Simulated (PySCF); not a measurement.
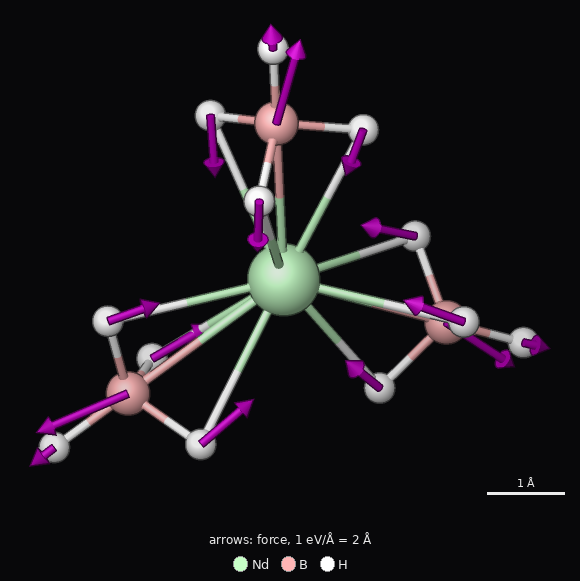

Starting geometry of NdB3H12 with the computed forces as purple arrows. The picture is a ball-and-stick view, seen from a free direction.

All numbers below come from RKS TPSS, Nd lcecp-1-SVP with ECP49, B def2-SVP, H def2-SVP; non-relativistic Hamiltonian with scalar-relativistic core potentials; density fitting (PySCF). Set-up: symmetry kept (C3h).

What follows when this structure is relaxed?

It isn't relaxed: the largest force vector, on B atoms, is 0.66 eV/Å. The final displacements follow the starting forces only in part (cosine between the two patterns 0.74). After 7 geometry steps the energy has fallen by 4.36 kcal/mol. The largest force component goes from 0.65 to 0.008 eV/Å. The largest moves after the best rigid fit, 0.10 Å, are those of H atoms. Largest moves by element: H 0.10 Å, B 0.01 Å. Nd stays in place. Near-neighbour distances that change, for instance: H–Nd 2.422 → 2.323 Å, H–Nd 2.422 → 2.354 Å, B–H 1.250 → 1.263 Å, B–H 1.200 → 1.205 Å. Bond angles that change, for instance: H–B–H 109.5° → 103.9°, Nd–B–H 70.6° → 65.9°, H–B–H 109.4° → 113.9°.
